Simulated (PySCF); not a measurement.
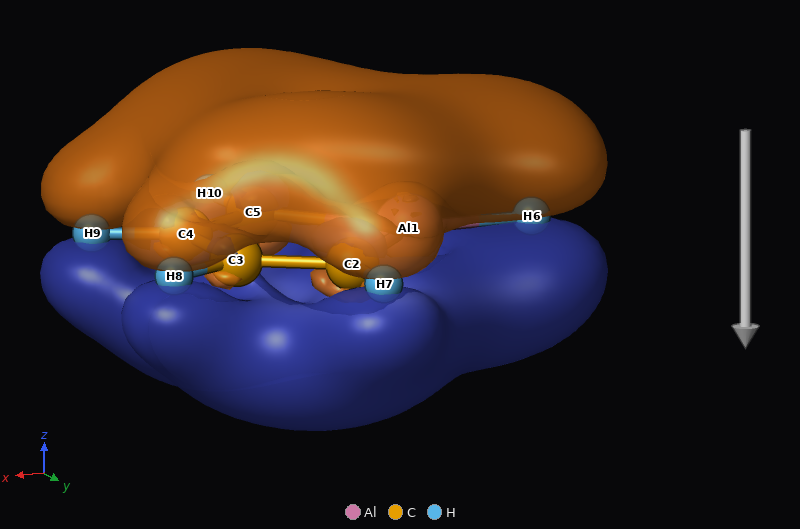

C₄H₅Al, SMILES `[AlH]1C=CC=C1`. Change of the electron density in a uniform field of 0.10 V/Å along −z (arrow), surfaces at ±0.0003 e/Å³ (orange: gain, blue: loss).

Computed with PySCF, PBE/def2-SVPD, geometry: GFN2-xTB. No frequency check shows the geometry to be a minimum.

The field was applied in both directions; the picture shows the one opposite to the script's first.

> How large is the response?

The induced dipole is 0.25 D (along the field); α along this axis, from the fields in both directions, is 49 bohr³ (7.2 Å³).

The PySCF run took 46 s on 1 thread of Arm Neoverse V1 (shared host), peak memory 0.53 GiB.
